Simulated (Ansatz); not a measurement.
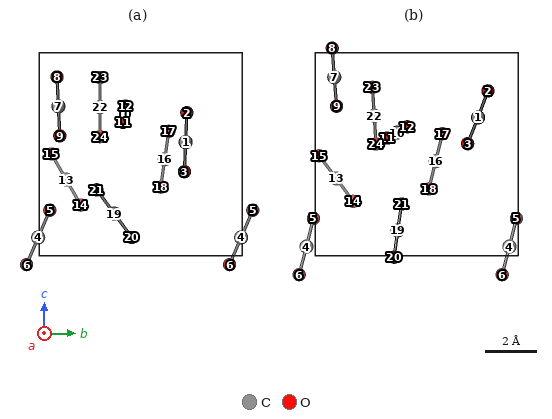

The structure of an amorphous cell of composition CO2 before (left) and after (right) a relaxation, at one scale.

A ball-and-stick model of the cell of the calculation, seen along the a axis.

The cell holds 8 CO2. The run prepares the start of a later molecular dynamics calculation, from a guessed geometry.

The calculation used DFT LDA, scalar-relativistic, plane waves, PAW in Ansatz 0.2.0.

Input file:
```yaml
crystal:
  lattice:
    - [8.08248, 0.0, 0.0]
    - [0.0, 8.08248, 0.0]
    - [0.0, 0.0, 8.08248]
  atoms:
    - { symbol: C, position: [0.7598634, 0.7217005, 0.5586151] }
    - { symbol: O, position: [0.7511545, 0.7276119, 0.7040635] }
    - { symbol: O, position: [0.7685724, 0.7157891, 0.4131667] }
    - { symbol: C, position: [0.357081, 0.9952218, 0.0893909] }
    - { symbol: O, position: [0.3647744, 1.0524841, 0.2232858] }
    - { symbol: O, position: [0.3493876, 0.9379595, -0.0445041] }
    - { symbol: C, position: [0.7003682, 0.094895, 0.735132] }
    - { symbol: O, position: [0.6861928, 0.0880903, 0.8801105] }
    - { symbol: O, position: [0.7145436, 0.1016996, 0.5901534] }
    - { symbol: C, position: [0.7324193, 0.4194714, 0.6963615] }
    - { symbol: O, position: [0.8724918, 0.4130362, 0.6563079] }
    - { symbol: O, position: [0.5923467, 0.4259066, 0.7364152] }
    - { symbol: C, position: [0.0166888, 0.1329605, 0.3746013] }
    - { symbol: O, position: [0.004754, 0.2053383, 0.2485654] }
    - { symbol: O, position: [0.0286236, 0.0605827, 0.5006371] }
    - { symbol: C, position: [0.0837265, 0.6188201, 0.4746547] }
    - { symbol: O, position: [0.1280446, 0.6388038, 0.6121414] }
    - { symbol: O, position: [0.0394084, 0.5988365, 0.337168] }
    - { symbol: C, position: [0.6553217, 0.3701738, 0.2067472] }
    - { symbol: O, position: [0.650209, 0.4564202, 0.0892676] }
    - { symbol: O, position: [0.6604344, 0.2839274, 0.3242267] }
    - { symbol: C, position: [0.2321023, 0.2999979, 0.7315498] }
    - { symbol: O, position: [0.2318824, 0.2999657, 0.8773784] }
    - { symbol: O, position: [0.2323222, 0.3000301, 0.5857213] }
basis:
  ecutwfc: 420.0
kpoints:
  mp_grid: { grid: [1, 1, 1] }
hamiltonian:
  xc: lda
scf:
  occupations: { method: fermi_dirac, width: 0.05 }
  lower_state_search: "off"
relax:
  f_tol: 0.3
  max_steps: 15
  adjacent_minimum: "off"
```

Command:
```bash
ansatz run input.yaml --threads 1 --pin off --max-ram 3072MiB --backend cpu --events-out ev --progress --plain --runs-dir out
```

Q: Summarise the run.

A: The relaxation stopped without meeting its thresholds, so the last structure isn't shown to be converged. It used up its limit of 15 steps. O2 moves most: 1.60 Å along [1 1 1]. By element the largest moves are O 1.60 Å, C 1.36 Å. The lattice vectors keep their values. Among the contacts that change: C10–O11 1.179 → 1.161 Å, C19–O20 1.179 → 1.169 Å. After 14 geometry steps the energy has fallen by 46.8 meV per atom. The largest force component goes from 2 to 0.95 eV/Å. The forces were under the threshold at step 3, but the run went on from there. The run took 47 s on 1 thread of Arm Neoverse V1, on a shared host, peak memory 0.43 GiB.

Limits of the set-up: the periodic images lie only 8.1 Å apart, so the values are limited by the cell's size.
